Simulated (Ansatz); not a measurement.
Cost and result by functional for the surface energy of the (221) surface of bcc Mo in its 1x1 cell, outermost plane spacing 0.53 Å in the ideal cut, in Ansatz (plane waves, PAW). Single points on the PBE structure, on one kind of machine; costs are rough ratios of the slab run's core time (references not counted) to the cheapest single point. r2SCAN's cost holds its higher cutoff (500 against 420 eV). Differences are taken against r2SCAN for comparison alone: no measured value is at hand, so the table doesn't rank accuracy.

Model: 20-atom slab, 10.0 Å thick at the start (thin: gaps and levels are the slab's own), 9x6x1 mesh, Fermi-Dirac 0.1 eV, dipole correction, all atoms relaxed; held to the part of the start's symmetry that mesh and held atoms allow; no spin, no spin-orbit, no U. These notes are the PBE run's.

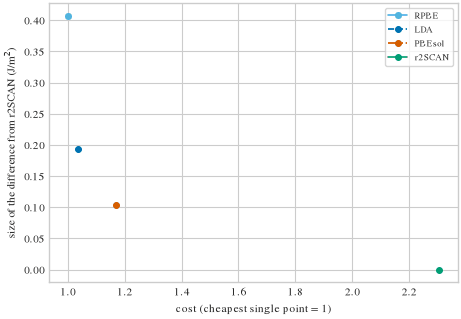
Fig. 1. Difference from r2SCAN against cost

| functional | relative cost | surface energy (J/m²) | less r2SCAN (J/m²) |
|---|---|---|---|
| RPBE | 1 | 2.86 | -0.41 |
| LDA | 1 | 3.46 | 0.19 |
| PBEsol | 1 | 3.37 | 0.10 |
| r2SCAN | 2 | 3.27 | 0.00 |
| PBE (the relaxed run's value) | – | 3.05 | -0.22 |

The values span 0.60 J/m², while the single points' costs differ by a factor of roughly 2. Differences are of unrounded values.

Ansatz is an electronic-structure program.
